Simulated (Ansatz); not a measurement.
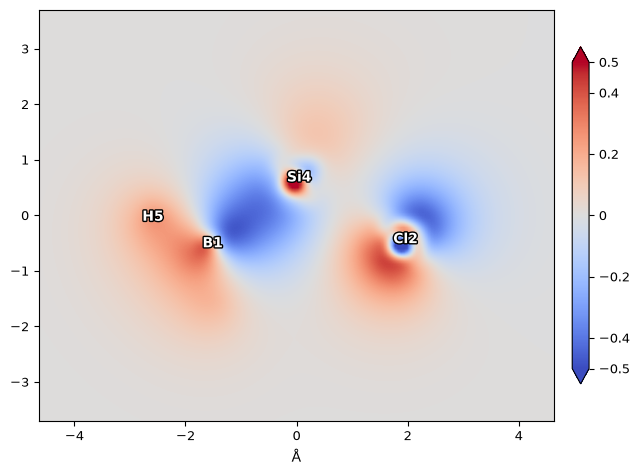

Figure. BClGaH$_{3}$Si. The HOMO−1 on the plane of atoms B1, Si4 and Cl2 (values in Å⁻³ᐟ²; the overall sign is arbitrary).

Geometry: B3LYP/6-31G*.

Method: isolated molecule in a Gaussian basis; Kohn-Sham density functional theory, functional PBE0 (Ansatz).

```yaml
atoms:
  - { symbol: B, position_ang: [-1.7241, 0.1841, 0.3765] }
  - { symbol: Cl, position_ang: [-1.6316, 1.4924, 3.5891] }
  - { symbol: Ga, position_ang: [-1.1109, 3.7913, 2.1650] }
  - { symbol: Si, position_ang: [-0.6551, 1.2569, 1.6187] }
  - { symbol: H, position_ang: [-1.2047, -0.1950, -0.6338] }
  - { symbol: H, position_ang: [-2.9056, 0.0520, 0.4945] }
  - { symbol: H, position_ang: [0.6896, 0.7269, 1.9859] }
```

Q: Describe this orbital and give its energy.

A: Its weight (Hirshfeld) is mainly on Cl2 (about 30 %), Si4 (about 25 %), B1 (about 20 %), H7 (about 10 %) and Ga3 (about 10 %). Its energy is −8.33 eV.
